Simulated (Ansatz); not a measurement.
## Electronic structure of H6Si2 in real space

Input file:

```
crystal:
  periodic: [false, false, false]
  atoms:
    - { symbol: Si, position_ang: [0.253302, 0.003667, 0.014418] }
    - { symbol: Si, position_ang: [0.960198, -0.0198, 2.144127] }
    - { symbol: H, position_ang: [-0.030421, -0.323148, 3.238398] }
    - { symbol: H, position_ang: [2.06272, -1.043743, 2.219016] }
    - { symbol: H, position_ang: [1.567794, 1.329324, 2.427732] }
    - { symbol: H, position_ang: [1.644025, 0.124599, -0.445155] }
    - { symbol: H, position_ang: [-0.558893, 1.192065, -0.41402] }
    - { symbol: H, position_ang: [-0.376525, -1.262964, -0.490617] }
basis:
  gaussian: { orbitals: def2-SVP }
hamiltonian:
  xc: pbe
relax:
  f_tol: 0.03
  max_steps: 50
output:
  orbitals: {}
```

Launched as:

```sh
ansatz run input.yaml --threads 1 --pin off --max-ram 2048MiB --backend cpu --events-out ev --progress --plain --runs-dir out
```

The fields are those of the run's last geometry, not of the input's.

The calculation used RKS PBE/def2-SVP (Ansatz 0.2.0).

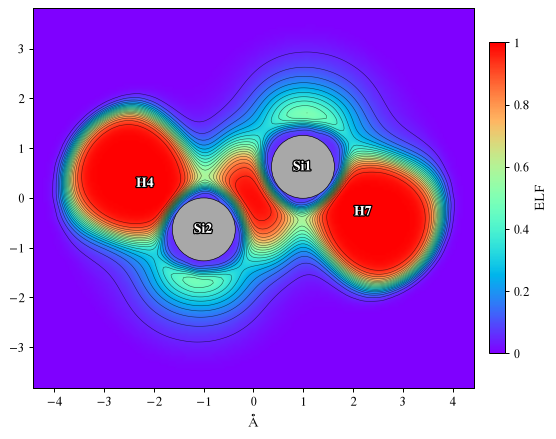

Figure 1. Electron localisation function on the plane of atoms Si1, Si2 and H4. Grey discs cover the atomic cores.

Read the bonding off the picture.

Answer. The plane passes through Si and H nuclei.
Si–Si (2.36 Å): the ELF peaks at about 1 between the atoms, as expected for a covalent bond.
Si–H (1.51 Å): the ELF climbs to about 1 towards the hydrogen, as it does in any bond to H.

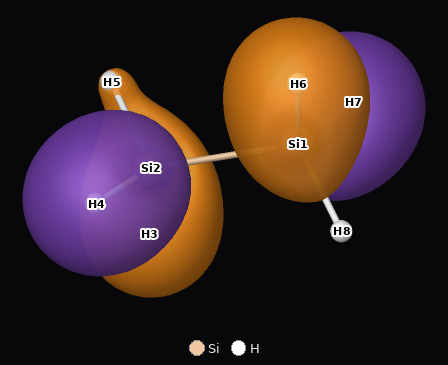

Figure 2. The HOMO−1 at ±0.08 Å⁻³ᐟ² (orange and purple are the two phases), seen at a tilt.

Describe this orbital and give its energy.

Answer. By Hirshfeld shares it lies mainly on Si1 (about 20 %), Si2 (about 20 %), H4 (about 15 %), H6 (about 15 %), H7 (about 15 %) and H3 (about 15 %). It is one of a degenerate set, so its orientation is arbitrary. Its energy is −8.18 eV.

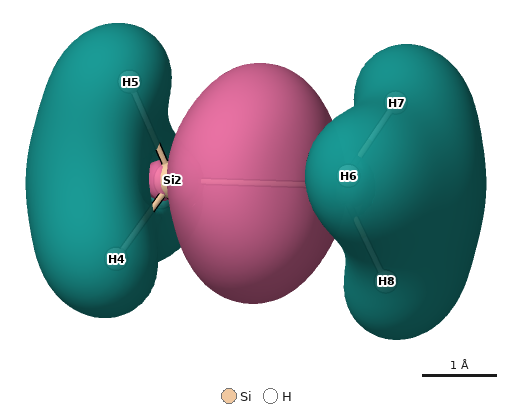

Figure 3. The HOMO at ±0.06 Å⁻³ᐟ² (teal and pink are the two phases), seen at a tilt.

Describe this orbital and give its energy.

Answer. By Hirshfeld shares it lies mainly on Si1 (about 35 %) and Si2 (about 35 %). Its energy is −7.28 eV.
